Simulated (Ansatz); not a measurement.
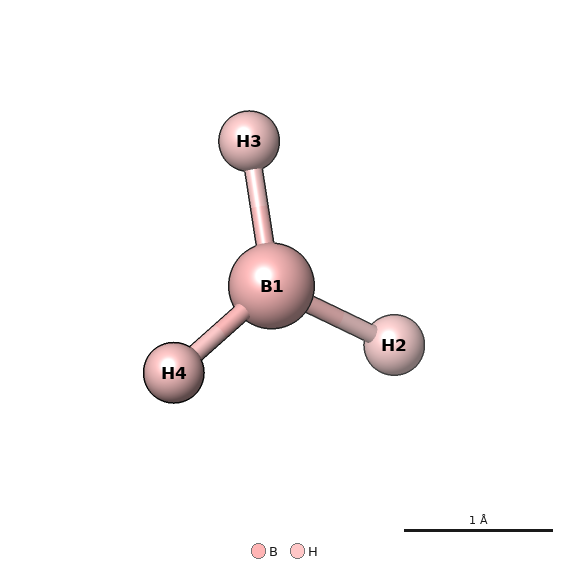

The picture comes from a calculation with Ansatz.

Orthographic view. Atoms fade into the background with distance from the viewer. Geometry: a fixed input geometry, not necessarily a minimum.

Write a MOL file (V2000) with the atoms in numerical order, bonds sorted by atom number with the orders drawn, and coordinates in the frame of the picture: x right, y up, z towards the viewer, origin at the mean position.

```
BH3
                    3D

  4  3  0  0  0  0  0  0  0  0999 V2000
   -0.0000    0.0000    0.0600 B   0  0  0  0  0  0  0  0  0  0  0  0
    0.8300   -0.4000   -0.4800 H   0  0  0  0  0  0  0  0  0  0  0  0
   -0.1600    0.9800   -0.0500 H   0  0  0  0  0  0  0  0  0  0  0  0
   -0.6700   -0.5800    0.4700 H   0  0  0  0  0  0  0  0  0  0  0  0
  1  2  1  0
  1  3  1  0
  1  4  1  0
M  END
```
